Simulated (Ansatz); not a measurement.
**GeSiH₇O₂F: molecular dynamics (part 2 of 5)**

The same run, continued: GeSiH₇O₂F; RKS BHLYP/def2-SVP (Ansatz 0.2.0). It belongs to a series of runs on one base structure; here: dynamics from the highest image of the converged band.

Geometry of the input (Å):
```
Ge -0.2345  -0.0620  0.0121
O  0.1069  0.3318  1.8893
H  -0.6204  0.4718  2.5097
F  1.1867  0.1281  -0.9388
H  -1.0607  1.1790  -0.2616
O  -1.3014  -1.3828  -0.3649
H  -0.8859  -2.2455  -0.3257
Si 1.5198  -2.2692  1.1440
H  1.0116  -3.0898  -0.0059
H  2.9782  -2.1103  0.8988
H  1.3843  -3.1988  2.3081
H  0.6400  -0.6042  1.9524
```

Output, continued
```
md step   108: t =    54.00 fs  T =  1099.3 K  F+E_penalty+E_count = -71302.54261050 eV  E_kin = 1.420951 eV  conserved = -71301.12165951 eV  (28 SCF iters)
md step   109: t =    54.50 fs  T =  1122.4 K  F+E_penalty+E_count = -71302.57260838 eV  E_kin = 1.450860 eV  conserved = -71301.12174859 eV  (33 SCF iters)
md step   110: t =    55.00 fs  T =  1145.5 K  F+E_penalty+E_count = -71302.60254253 eV  E_kin = 1.480697 eV  conserved = -71301.12184560 eV  (33 SCF iters)
md step   111: t =    55.50 fs  T =  1167.4 K  F+E_penalty+E_count = -71302.63091991 eV  E_kin = 1.509016 eV  conserved = -71301.12190417 eV  (33 SCF iters)
md step   112: t =    56.00 fs  T =  1187.5 K  F+E_penalty+E_count = -71302.65685625 eV  E_kin = 1.534974 eV  conserved = -71301.12188255 eV  (33 SCF iters)
md step   113: t =    56.50 fs  T =  1206.0 K  F+E_penalty+E_count = -71302.68068450 eV  E_kin = 1.558904 eV  conserved = -71301.12178043 eV  (34 SCF iters)
md step   114: t =    57.00 fs  T =  1224.1 K  F+E_penalty+E_count = -71302.70389549 eV  E_kin = 1.582230 eV  conserved = -71301.12166512 eV  (33 SCF iters)
md step   115: t =    57.50 fs  T =  1242.9 K  F+E_penalty+E_count = -71302.72814159 eV  E_kin = 1.606515 eV  conserved = -71301.12162635 eV  (33 SCF iters)
md step   116: t =    58.00 fs  T =  1262.7 K  F+E_penalty+E_count = -71302.75391355 eV  E_kin = 1.632208 eV  conserved = -71301.12170508 eV  (33 SCF iters)
md step   117: t =    58.50 fs  T =  1282.8 K  F+E_penalty+E_count = -71302.77997151 eV  E_kin = 1.658120 eV  conserved = -71301.12185173 eV  (33 SCF iters)
md step   118: t =    59.00 fs  T =  1301.4 K  F+E_penalty+E_count = -71302.80409850 eV  E_kin = 1.682131 eV  conserved = -71301.12196764 eV  (33 SCF iters)
md step   119: t =    59.50 fs  T =  1317.2 K  F+E_penalty+E_count = -71302.82457142 eV  E_kin = 1.702587 eV  conserved = -71301.12198469 eV  (32 SCF iters)
md step   120: t =    60.00 fs  T =  1330.1 K  F+E_penalty+E_count = -71302.84118826 eV  E_kin = 1.719281 eV  conserved = -71301.12190729 eV  (34 SCF iters)
md step   121: t =    60.50 fs  T =  1341.0 K  F+E_penalty+E_count = -71302.85522406 eV  E_kin = 1.733435 eV  conserved = -71301.12178939 eV  (34 SCF iters)
md step   122: t =    61.00 fs  T =  1351.5 K  F+E_penalty+E_count = -71302.86862644 eV  E_kin = 1.746942 eV  conserved = -71301.12168449 eV  (34 SCF iters)
md step   123: t =    61.50 fs  T =  1362.8 K  F+E_penalty+E_count = -71302.88317021 eV  E_kin = 1.761550 eV  conserved = -71301.12162026 eV  (33 SCF iters)
md step   124: t =    62.00 fs  T =  1375.8 K  F+E_penalty+E_count = -71302.89997236 eV  E_kin = 1.778366 eV  conserved = -71301.12160678 eV  (34 SCF iters)
md step   125: t =    62.50 fs  T =  1390.7 K  F+E_penalty+E_count = -71302.91929215 eV  E_kin = 1.797643 eV  conserved = -71301.12164963 eV  (28 SCF iters)
md step   126: t =    63.00 fs  T =  1407.0 K  F+E_penalty+E_count = -71302.94044322 eV  E_kin = 1.818697 eV  conserved = -71301.12174637 eV  (33 SCF iters)
md step   127: t =    63.50 fs  T =  1423.5 K  F+E_penalty+E_count = -71302.96186478 eV  E_kin = 1.839991 eV  conserved = -71301.12187391 eV  (33 SCF iters)
md step   128: t =    64.00 fs  T =  1438.6 K  F+E_penalty+E_count = -71302.98152289 eV  E_kin = 1.859540 eV  conserved = -71301.12198242 eV  (33 SCF iters)
md step   129: t =    64.50 fs  T =  1451.0 K  F+E_penalty+E_count = -71302.99765355 eV  E_kin = 1.875626 eV  conserved = -71301.12202741 eV  (33 SCF iters)
md step   130: t =    65.00 fs  T =  1460.2 K  F+E_penalty+E_count = -71303.00945578 eV  E_kin = 1.887456 eV  conserved = -71301.12199954 eV  (33 SCF iters)
md step   131: t =    65.50 fs  T =  1466.3 K  F+E_penalty+E_count = -71303.01724219 eV  E_kin = 1.895303 eV  conserved = -71301.12193964 eV  (33 SCF iters)
md step   132: t =    66.00 fs  T =  1469.9 K  F+E_penalty+E_count = -71303.02185397 eV  E_kin = 1.899944 eV  conserved = -71301.12190949 eV  (34 SCF iters)
md step   133: t =    66.50 fs  T =  1471.3 K  F+E_penalty+E_count = -71303.02377282 eV  E_kin = 1.901832 eV  conserved = -71301.12194053 eV  (33 SCF iters)
md step   134: t =    67.00 fs  T =  1470.4 K  F+E_penalty+E_count = -71303.02266239 eV  E_kin = 1.900654 eV  conserved = -71301.12200858 eV  (33 SCF iters)
md step   135: t =    67.50 fs  T =  1466.5 K  F+E_penalty+E_count = -71303.01769564 eV  E_kin = 1.895635 eV  conserved = -71301.12206082 eV  (34 SCF iters)
md step   136: t =    68.00 fs  T =  1459.3 K  F+E_penalty+E_count = -71303.00831491 eV  E_kin = 1.886256 eV  conserved = -71301.12205872 eV  (34 SCF iters)
md step   137: t =    68.50 fs  T =  1448.8 K  F+E_penalty+E_count = -71302.99477833 eV  E_kin = 1.872774 eV  conserved = -71301.12200395 eV  (33 SCF iters)
md step   138: t =    69.00 fs  T =  1436.0 K  F+E_penalty+E_count = -71302.97814094 eV  E_kin = 1.856218 eV  conserved = -71301.12192250 eV  (33 SCF iters)
md step   139: t =    69.50 fs  T =  1422.0 K  F+E_penalty+E_count = -71302.95986263 eV  E_kin = 1.838023 eV  conserved = -71301.12183963 eV  (33 SCF iters)
md step   140: t =    70.00 fs  T =  1407.7 K  F+E_penalty+E_count = -71302.94139674 eV  E_kin = 1.819623 eV  conserved = -71301.12177364 eV  (33 SCF iters)
md step   141: t =    70.50 fs  T =  1394.2 K  F+E_penalty+E_count = -71302.92387500 eV  E_kin = 1.802133 eV  conserved = -71301.12174238 eV  (34 SCF iters)
md step   142: t =    71.00 fs  T =  1381.7 K  F+E_penalty+E_count = -71302.90780836 eV  E_kin = 1.786044 eV  conserved = -71301.12176433 eV  (29 SCF iters)
md step   143: t =    71.50 fs  T =  1370.1 K  F+E_penalty+E_count = -71302.89281600 eV  E_kin = 1.770973 eV  conserved = -71301.12184315 eV  (33 SCF iters)
md step   144: t =    72.00 fs  T =  1358.2 K  F+E_penalty+E_count = -71302.87760589 eV  E_kin = 1.755655 eV  conserved = -71301.12195084 eV  (34 SCF iters)
md step   145: t =    72.50 fs  T =  1344.9 K  F+E_penalty+E_count = -71302.86042541 eV  E_kin = 1.738392 eV  conserved = -71301.12203348 eV  (34 SCF iters)
md step   146: t =    73.00 fs  T =  1329.0 K  F+E_penalty+E_count = -71302.83989091 eV  E_kin = 1.717849 eV  conserved = -71301.12204208 eV  (33 SCF iters)
md step   147: t =    73.50 fs  T =  1310.4 K  F+E_penalty+E_count = -71302.81572865 eV  E_kin = 1.693759 eV  conserved = -71301.12197010 eV  (33 SCF iters)
md step   148: t =    74.00 fs  T =  1289.7 K  F+E_penalty+E_count = -71302.78886928 eV  E_kin = 1.667004 eV  conserved = -71301.12186534 eV  (33 SCF iters)
md step   149: t =    74.50 fs  T =  1268.0 K  F+E_penalty+E_count = -71302.76075094 eV  E_kin = 1.638955 eV  conserved = -71301.12179582 eV  (33 SCF iters)
md step   150: t =    75.00 fs  T =  1246.0 K  F+E_penalty+E_count = -71302.73234827 eV  E_kin = 1.610555 eV  conserved = -71301.12179304 eV  (33 SCF iters)
md step   151: t =    75.50 fs  T =  1223.8 K  F+E_penalty+E_count = -71302.70371297 eV  E_kin = 1.581879 eV  conserved = -71301.12183372 eV  (33 SCF iters)
md step   152: t =    76.00 fs  T =  1201.0 K  F+E_penalty+E_count = -71302.67431435 eV  E_kin = 1.552446 eV  conserved = -71301.12186854 eV  (33 SCF iters)
md step   153: t =    76.50 fs  T =  1177.4 K  F+E_penalty+E_count = -71302.64376393 eV  E_kin = 1.521899 eV  conserved = -71301.12186473 eV  (33 SCF iters)
md step   154: t =    77.00 fs  T =  1153.1 K  F+E_penalty+E_count = -71302.61230371 eV  E_kin = 1.490484 eV  conserved = -71301.12181964 eV  (33 SCF iters)
md step   155: t =    77.50 fs  T =  1128.8 K  F+E_penalty+E_count = -71302.58084236 eV  E_kin = 1.459095 eV  conserved = -71301.12174687 eV  (33 SCF iters)
md step   156: t =    78.00 fs  T =  1105.6 K  F+E_penalty+E_count = -71302.55073836 eV  E_kin = 1.429079 eV  conserved = -71301.12165939 eV  (33 SCF iters)
md step   157: t =    78.50 fs  T =  1084.6 K  F+E_penalty+E_count = -71302.52354728 eV  E_kin = 1.401973 eV  conserved = -71301.12157456 eV  (33 SCF iters)
md step   158: t =    79.00 fs  T =  1067.0 K  F+E_penalty+E_count = -71302.50070847 eV  E_kin = 1.379189 eV  conserved = -71301.12151901 eV  (32 SCF iters)
md step   159: t =    79.50 fs  T =  1053.4 K  F+E_penalty+E_count = -71302.48312013 eV  E_kin = 1.361602 eV  conserved = -71301.12151774 eV  (32 SCF iters)
md step   160: t =    80.00 fs  T =  1043.8 K  F+E_penalty+E_count = -71302.47075436 eV  E_kin = 1.349180 eV  conserved = -71301.12157424 eV  (28 SCF iters)
md step   161: t =    80.50 fs  T =  1037.4 K  F+E_penalty+E_count = -71302.46261323 eV  E_kin = 1.340949 eV  conserved = -71301.12166385 eV  (32 SCF iters)
md step   162: t =    81.00 fs  T =  1033.1 K  F+E_penalty+E_count = -71302.45718068 eV  E_kin = 1.335449 eV  conserved = -71301.12173118 eV  (32 SCF iters)
md step   163: t =    81.50 fs  T =  1030.1 K  F+E_penalty+E_count = -71302.45325571 eV  E_kin = 1.331524 eV  conserved = -71301.12173126 eV  (32 SCF iters)
md step   164: t =    82.00 fs  T =  1028.2 K  F+E_penalty+E_count = -71302.45066455 eV  E_kin = 1.329008 eV  conserved = -71301.12165683 eV  (32 SCF iters)
md step   165: t =    82.50 fs  T =  1028.0 K  F+E_penalty+E_count = -71302.45039385 eV  E_kin = 1.328845 eV  conserved = -71301.12154856 eV  (32 SCF iters)
md step   166: t =    83.00 fs  T =  1030.9 K  F+E_penalty+E_count = -71302.45400946 eV  E_kin = 1.332540 eV  conserved = -71301.12146941 eV  (32 SCF iters)
md step   167: t =    83.50 fs  T =  1037.6 K  F+E_penalty+E_count = -71302.46272251 eV  E_kin = 1.341257 eV  conserved = -71301.12146594 eV  (32 SCF iters)
md step   168: t =    84.00 fs  T =  1048.4 K  F+E_penalty+E_count = -71302.47668018 eV  E_kin = 1.355138 eV  conserved = -71301.12154185 eV  (32 SCF iters)
md step   169: t =    84.50 fs  T =  1062.4 K  F+E_penalty+E_count = -71302.49487425 eV  E_kin = 1.373213 eV  conserved = -71301.12166162 eV  (32 SCF iters)
md step   170: t =    85.00 fs  T =  1078.3 K  F+E_penalty+E_count = -71302.51563671 eV  E_kin = 1.393861 eV  conserved = -71301.12177534 eV  (32 SCF iters)
md step   171: t =    85.50 fs  T =  1095.1 K  F+E_penalty+E_count = -71302.53737671 eV  E_kin = 1.415534 eV  conserved = -71301.12184235 eV  (32 SCF iters)
md step   172: t =    86.00 fs  T =  1112.0 K  F+E_penalty+E_count = -71302.55919757 eV  E_kin = 1.437354 eV  conserved = -71301.12184379 eV  (32 SCF iters)
md step   173: t =    86.50 fs  T =  1129.0 K  F+E_penalty+E_count = -71302.58118400 eV  E_kin = 1.459397 eV  conserved = -71301.12178730 eV  (32 SCF iters)
md step   174: t =    87.00 fs  T =  1147.0 K  F+E_penalty+E_count = -71302.60426671 eV  E_kin = 1.482559 eV  conserved = -71301.12170764 eV  (32 SCF iters)
md step   175: t =    87.50 fs  T =  1166.7 K  F+E_penalty+E_count = -71302.62967054 eV  E_kin = 1.508016 eV  conserved = -71301.12165461 eV  (32 SCF iters)
md step   176: t =    88.00 fs  T =  1188.7 K  F+E_penalty+E_count = -71302.65814668 eV  E_kin = 1.536479 eV  conserved = -71301.12166726 eV  (32 SCF iters)
md step   177: t =    88.50 fs  T =  1212.8 K  F+E_penalty+E_count = -71302.68937929 eV  E_kin = 1.567630 eV  conserved = -71301.12174963 eV  (32 SCF iters)
md step   178: t =    89.00 fs  T =  1237.9 K  F+E_penalty+E_count = -71302.72194441 eV  E_kin = 1.600083 eV  conserved = -71301.12186174 eV  (28 SCF iters)
md step   179: t =    89.50 fs  T =  1262.6 K  F+E_penalty+E_count = -71302.75394602 eV  E_kin = 1.632009 eV  conserved = -71301.12193701 eV  (32 SCF iters)
md step   180: t =    90.00 fs  T =  1285.9 K  F+E_penalty+E_count = -71302.78405534 eV  E_kin = 1.662135 eV  conserved = -71301.12192001 eV  (32 SCF iters)
md step   181: t =    90.50 fs  T =  1307.9 K  F+E_penalty+E_count = -71302.81236306 eV  E_kin = 1.690556 eV  conserved = -71301.12180704 eV  (32 SCF iters)
md step   182: t =    91.00 fs  T =  1329.7 K  F+E_penalty+E_count = -71302.84044537 eV  E_kin = 1.718788 eV  conserved = -71301.12165691 eV  (32 SCF iters)
md step   183: t =    91.50 fs  T =  1353.0 K  F+E_penalty+E_count = -71302.87048058 eV  E_kin = 1.748921 eV  conserved = -71301.12155945 eV  (32 SCF iters)
md step   184: t =    92.00 fs  T =  1378.9 K  F+E_penalty+E_count = -71302.90390289 eV  E_kin = 1.782314 eV  conserved = -71301.12158849 eV  (32 SCF iters)
md step   185: t =    92.50 fs  T =  1407.0 K  F+E_penalty+E_count = -71302.94038399 eV  E_kin = 1.818658 eV  conserved = -71301.12172562 eV  (32 SCF iters)
md step   186: t =    93.00 fs  T =  1435.8 K  F+E_penalty+E_count = -71302.97787770 eV  E_kin = 1.855958 eV  conserved = -71301.12191922 eV  (32 SCF iters)
md step   187: t =    93.50 fs  T =  1463.3 K  F+E_penalty+E_count = -71303.01348787 eV  E_kin = 1.891402 eV  conserved = -71301.12208632 eV  (32 SCF iters)
md step   188: t =    94.00 fs  T =  1487.4 K  F+E_penalty+E_count = -71303.04473340 eV  E_kin = 1.922571 eV  conserved = -71301.12216286 eV  (32 SCF iters)
md step   189: t =    94.50 fs  T =  1507.4 K  F+E_penalty+E_count = -71303.07053814 eV  E_kin = 1.948412 eV  conserved = -71301.12212656 eV  (32 SCF iters)
md step   190: t =    95.00 fs  T =  1523.7 K  F+E_penalty+E_count = -71303.09156952 eV  E_kin = 1.969566 eV  conserved = -71301.12200357 eV  (32 SCF iters)
md step   191: t =    95.50 fs  T =  1538.0 K  F+E_penalty+E_count = -71303.10981380 eV  E_kin = 1.987956 eV  conserved = -71301.12185772 eV  (32 SCF iters)
md step   192: t =    96.00 fs  T =  1551.8 K  F+E_penalty+E_count = -71303.12757053 eV  E_kin = 2.005808 eV  conserved = -71301.12176245 eV  (32 SCF iters)
md step   193: t =    96.50 fs  T =  1566.3 K  F+E_penalty+E_count = -71303.14631304 eV  E_kin = 2.024548 eV  conserved = -71301.12176492 eV  (32 SCF iters)
md step   194: t =    97.00 fs  T =  1581.4 K  F+E_penalty+E_count = -71303.16594491 eV  E_kin = 2.044089 eV  conserved = -71301.12185543 eV  (32 SCF iters)
md step   195: t =    97.50 fs  T =  1595.9 K  F+E_penalty+E_count = -71303.18486403 eV  E_kin = 2.062865 eV  conserved = -71301.12199860 eV  (32 SCF iters)
md step   196: t =    98.00 fs  T =  1608.1 K  F+E_penalty+E_count = -71303.20073195 eV  E_kin = 2.078626 eV  conserved = -71301.12210589 eV  (28 SCF iters)
md step   197: t =    98.50 fs  T =  1616.6 K  F+E_penalty+E_count = -71303.21175321 eV  E_kin = 2.089643 eV  conserved = -71301.12211049 eV  (32 SCF iters)
md step   198: t =    99.00 fs  T =  1621.3 K  F+E_penalty+E_count = -71303.21771151 eV  E_kin = 2.095714 eV  conserved = -71301.12199744 eV  (32 SCF iters)
md step   199: t =    99.50 fs  T =  1623.4 K  F+E_penalty+E_count = -71303.22021216 eV  E_kin = 2.098393 eV  conserved = -71301.12181877 eV  (32 SCF iters)
these checks for a lower state are left out or cut short: starts, cluster_reference, orbital_swaps, neighbouring_geometries, increment
1311 factors; integrals over basis functions are off by at most 5.3e-4 eV
mean field -71303.22188433 eV, -2620.3450731895 hartree, gradient 2.2e-5 eV, S^2 0.000000; 0 other end points of the search recorded, 0 dependent functions left out
the calculation of the forces begins
reference -71303.22207214 eV, -2620.3450800915 hartree; 39, 39 occupied and 88, 88 virtual orbitals, 1311 factors
1311 factors; integrals over basis functions are off by at most 5.3e-4 eV
mean field evaluation 1600: about -71303.2219 eV, gradient 1.6e-3 eV
mean field -71303.22188433 eV, -2620.3450731895 hartree, gradient 2.2e-5 eV, S^2 0.000000; 1 other end points of the search recorded, 0 dependent functions left out
the calculation of the forces begins
reference -71303.22207214 eV, -2620.3450800915 hartree; 39, 39 occupied and 88, 88 virtual orbitals, 1311 factors
md step   200: t =   100.00 fs  T =  1624.8 K  F+E_penalty+E_count = -71303.22188433 eV  E_kin = 2.100211 eV  conserved = -71301.12167369 eV  (28 SCF iters)
```

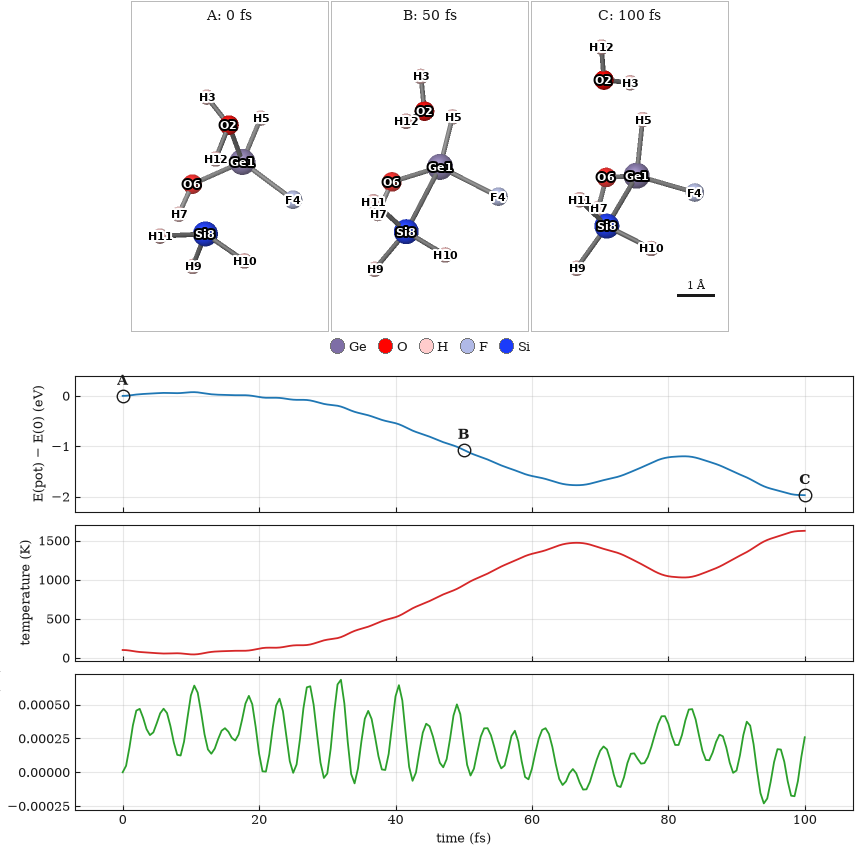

Frames of the molecular dynamics (ball-and-stick, seen at an oblique angle) above the curves, on which the letters mark them. The trajectory kept here has 201 frames over 100 fs. The temperature starts at 100 K, ranges from 43 to 1625 K and averages 1281 K over the second half. The potential energy ends 1.971 eV below its first value. The conserved quantity stays within 0.00091 eV. After an unweighted best fit of the last frame on the first, the root-mean-square displacement is 1.18 Å, and H12 has moved furthest (2.65 Å).

```
Total energy: -71303.22207214 eV, -2620.3450800915 hartree
Atom 0 at     0.000720    -0.448912    -0.091035 Å, force     0.032287     0.944315     1.062439 eV/Å
Atom 1 at    -0.089544     0.879460     3.420253 Å, force     0.341424    -1.525163     0.461472 eV/Å
Atom 2 at    -0.039019     1.302567     2.587991 Å, force    -0.042557     0.802671    -0.807187 eV/Å
Atom 3 at     0.805026     0.252853    -1.431916 Å, force     0.867523     0.172653    -0.506904 eV/Å
Atom 4 at    -0.472178     0.798841     0.704068 Å, force     0.140985    -0.410978    -0.089188 eV/Å
Atom 5 at    -1.438100    -1.000812    -0.847823 Å, force    -1.219885    -0.343213    -0.012977 eV/Å
Atom 6 at    -1.401385    -1.767686    -1.400029 Å, force     0.050262    -0.369885    -0.259817 eV/Å
Atom 7 at     1.379242    -2.036668     1.053112 Å, force     0.603005    -0.511362    -0.526257 eV/Å
Atom 8 at     1.121569    -3.428473     0.553700 Å, force    -0.114256     0.349586     0.093881 eV/Å
Atom 9 at     2.782959    -1.713804     0.681426 Å, force    -0.105913     0.058499    -0.002432 eV/Å
Atom 10 at     1.287842    -2.001551     2.512396 Å, force    -0.282926     0.130201     0.246949 eV/Å
Atom 11 at    -0.381741     1.503325     4.058995 Å, force    -0.269949     0.702676     0.340020 eV/Å
Dipole moment:    -0.008574    -0.136448     0.317481 e Å
```

Trajectory as extended XYZ (Å, eV, eV/Å), 63 of the 201 frames kept, from step=0 to step=200
```
12
Properties=species:S:1:pos:R:3:forces:R:3 step=0 time_fs=0.0 energy=-71301.25119 temperature=100.0
Ge   -0.2345   -0.0620    0.0121    0.0155  -0.0116   0.0233
O     0.1069    0.3318    1.8893    0.0127   0.0167  -0.0279
H    -0.6204    0.4718    2.5097    0.0048  -0.0130   0.0095
F     1.1867    0.1281   -0.9388   -0.0052   0.0003   0.0005
H    -1.0607    1.1790   -0.2616   -0.0028   0.0009  -0.0003
O    -1.3014   -1.3828   -0.3649   -0.0078  -0.0021  -0.0109
H    -0.8859   -2.2455   -0.3257   -0.0005   0.0018  -0.0012
Si    1.5198   -2.2692    1.1440    0.0070  -0.0009  -0.0039
H     1.0116   -3.0898   -0.0059    0.0013   0.0008   0.0013
H     2.9782   -2.1103    0.8988    0.0010  -0.0016  -0.0002
H     1.3843   -3.1988    2.3081   -0.0023  -0.0003  -0.0009
H     0.6400   -0.6042    1.9524   -0.0236   0.0090   0.0108
12
Properties=species:S:1:pos:R:3:forces:R:3 step=3 time_fs=1.5 energy=-71301.23324 temperature=86.4
Ge   -0.2345   -0.0625    0.0118    0.3048  -0.2417   0.1304
O     0.1065    0.3333    1.8876   -0.2330  -0.1954   0.4588
H    -0.6227    0.4693    2.5194    0.2595   0.0115  -0.3105
F     1.1865    0.1307   -0.9403   -0.0315   0.0118   0.0051
H    -1.0620    1.1579   -0.2426   -0.1886   0.3325  -0.1095
O    -1.2975   -1.3804   -0.3638   -0.4544   0.6282  -0.0965
H    -0.8989   -2.2335   -0.3050    0.3462  -0.7620   0.0332
Si    1.5201   -2.2710    1.1426   -0.1025  -0.0191   0.2110
H     1.0086   -3.1081    0.0150    0.0000  -0.0441  -0.1035
H     2.9752   -2.0914    0.9002    0.0125  -0.0321   0.0012
H     1.3743   -3.1925    2.3223    0.0642   0.0839  -0.0971
H     0.6105   -0.6219    1.9668    0.0228   0.2265  -0.1226
```
